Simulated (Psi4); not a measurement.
# [BF2]+ (SMILES F[B+]F) at PBE/cc-pVTZ

Aim: the vertical singlet–triplet gap of [BF2]+ at PBE/cc-pVTZ, from 2 runs. 

The calculation is run with Psi4 1.11.

1 further run of the same task is left out (it didn't finish).

## 1. The molecule

[BF2]+ has 3 atoms, charge +1, and is taken as a singlet. As SMILES, `F[B+]F`. The shape is that of a PBE0-D4/def2-TZVP optimisation.

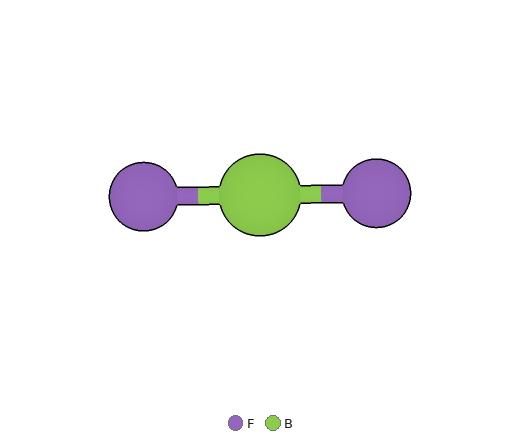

The structure, seen from a chosen angle (fluorine purple, boron green).

## 2. Energy and forces at PBE/cc-pVTZ

job.in

```
memory 2200 MB

molecule system {
  1 1
  F      0.62306160     2.15527044     0.58146873
  B      0.00000000     0.00000000     0.00000000
  F     -0.62308050    -2.15527044    -0.58146873
  units bohr
  symmetry c1
}

set basis cc-pVTZ
set reference rks
set puream true
set e_convergence 1e-09
set d_convergence 1e-08
set scf_type pk
set dft_radial_points 99
set dft_spherical_points 590

result = gradient('pbe')
```

Started as:

```console
$ psi4 -i job.in -o job.out -n 1
```

job.out:

```text
[...]
  Running in c1 symmetry.
[...]
  Nuclear repulsion =   56.306969289983982
[...]
  Multiplicity = 1
[...]
  Nalpha       = 11
  Nbeta        = 11
[...]
    Number of basis functions: 90
[...]
   @RKS iter   1:  -224.07283965150515    7.46020e-02   4.49677e-03 DIIS/ADIIS
[...]
   @RKS iter   9:  -224.11469591711563   -1.39266e-11   2.83512e-09 DIIS
[...]
    Orbital Energies [Eh]
    ---------------------
    Doubly Occupied:
       1A    -24.673007     2A    -24.673006     3A     -7.028731
       4A     -1.529487     5A     -1.521522     6A     -0.868571
       7A     -0.862050     8A     -0.808802     9A     -0.808802
      10A     -0.755528    11A     -0.755528
[...]
  @RKS Final Energy:  -224.11469591711563
   => Energetics <=
    Nuclear Repulsion Energy =             56.3069692899839822
    One-Electron Energy =                -414.8173165074945814
    Two-Electron Energy =                 158.8527834241410517
    DFT Exchange-Correlation Energy =     -24.4571321237460992
    Empirical Dispersion Energy =           0.0000000000000000
    VV10 Nonlocal Energy =                  0.0000000000000000
    Total Energy =                       -224.1146959171156254
[...]
 Multipole Moments:
 ------------------------------------------------------------------------------------
     Multipole            Electronic (a.u.)      Nuclear  (a.u.)        Total (a.u.)
 ------------------------------------------------------------------------------------
 L = 1.  Multiply by 2.5417464519 to convert [e a0] to [Debye]
 Dipole X            :          0.0000109           -0.0000015            0.0000094
 Dipole Y            :          0.0000008           -0.0000001            0.0000007
 Dipole Z            :          0.0000051           -0.0000004            0.0000047
 Magnitude           :                                                    0.0000105
[...]
  -Total Gradient:
     Atom            X                  Y                   Z
    ------   -----------------  -----------------  -----------------
       1       -0.000000298689    -0.000000021662    -0.016819038426
       2        0.000000465148     0.000000033737     0.000003619101
       3       -0.000000166957    -0.000000012110     0.016815418967
[...]
```

Wall time 30 s (1 thread of Intel Xeon at 2.50GHz (Skylake/Cascade Lake), shared host); peak memory 0.72 GiB.

## 3. The triplet at the same level

bf2.in

```
memory 2.2 GB

molecule mol {
  1 3
  F      0.329710     1.140520     0.307700
  B      0.000000     0.000000     0.000000
  F     -0.329720    -1.140520    -0.307700
  symmetry c1
}

set {
  reference            uks
  puream               true
  e_convergence        1e-09
  d_convergence        1e-08
  scf_type             pk
  dft_radial_points    99
  dft_spherical_points 590
  maxiter              100
}

gradient('pbe/cc-pVTZ')
```

Started as:

```console
$ psi4 bf2.in bf2.out -n 1
```

bf2.out:

```text
[...]
  Running in c1 symmetry.
[...]
  Nuclear repulsion =   56.306969287117830
[...]
  Multiplicity = 3
[...]
  Nalpha       = 12
  Nbeta        = 10
[...]
    Number of basis functions: 90
[...]
   @UKS iter   1:  -223.70280914658139    4.44633e-01   1.99392e-03 ADIIS/DIIS
[...]
   @UKS iter  14:  -223.71851213114761   -1.00613e-11   8.27250e-09 DIIS
[...]
   @S^2 Observed:                2.002710015E+00
[...]
    Orbital Energies [Eh]
    ---------------------
    Alpha Occupied:
       1A    -24.743850     2A    -24.743849     3A     -6.944787
       4A     -1.584690     5A     -1.577241     6A     -0.909298
       7A     -0.904753     8A     -0.885901     9A     -0.846400
      10A     -0.845400    11A     -0.804186    12A     -0.376052
    Alpha Virtual:
      13A     -0.365636    14A     -0.334017    15A     -0.113931
      16A     -0.094568    17A     -0.079967    18A     -0.036521
      19A      0.059977    20A      0.067514    21A      0.250823
      22A      0.265351    23A      0.310418    24A      0.317192
      25A      0.450794    26A      0.487372    27A      0.501885
[...]
  @UKS Final Energy:  -223.71851213114761
   => Energetics <=
    Nuclear Repulsion Energy =             56.3069692871178304
    One-Electron Energy =                -413.7890152575635057
    Two-Electron Energy =                 158.1773315932130402
    DFT Exchange-Correlation Energy =     -24.4137977539149880
    Empirical Dispersion Energy =           0.0000000000000000
    VV10 Nonlocal Energy =                  0.0000000000000000
    Total Energy =                       -223.7185121311476053
[...]
 Multipole Moments:
 ------------------------------------------------------------------------------------
     Multipole            Electronic (a.u.)      Nuclear  (a.u.)        Total (a.u.)
 ------------------------------------------------------------------------------------
 L = 1.  Multiply by 2.5417464519 to convert [e a0] to [Debye]
 Dipole X            :         -0.0000455           -0.0000015           -0.0000470
 Dipole Y            :         -0.0000101           -0.0000001           -0.0000102
 Dipole Z            :         -0.0000025           -0.0000004           -0.0000030
 Magnitude           :                                                    0.0000482
[...]
  -Total Gradient:
     Atom            X                  Y                   Z
    ------   -----------------  -----------------  -----------------
       1        0.000004200630     0.000000868374    -0.178819000260
       2       -0.000009802158    -0.000001838356     0.000003685336
       3        0.000005601249     0.000000969954     0.178815314524
[...]
```

Wall time 50 s (1 thread of Intel Xeon at 2.50GHz (Skylake/Cascade Lake), shared host); peak memory 0.72 GiB.

## 4. Results

Level: PBE/cc-pVTZ.

| quantity | value |
| --- | --- |
| singlet: total energy | -224.11470 Eh |
| singlet: HOMO energy | -20.56 eV |
| singlet: LUMO energy | -9.44 eV |
| singlet: HOMO–LUMO gap | 11.12 eV |
| singlet: largest force on an atom | 0.865 eV/Å |
| triplet: total energy | -223.71851 Eh |
| triplet: HOMO energy (highest over α and β) | -10.23 eV |
| triplet: ⟨S²⟩ | 2.003 |
| triplet: largest force on an atom | 9.195 eV/Å |
| vertical energy of the triplet above the singlet | 10.781 eV |

At this shape the triplet lies 10.78 eV (249 kcal/mol) above the singlet. The largest force (singlet) is 0.86 eV/Å: the shape isn't a stationary point for this species at this level.
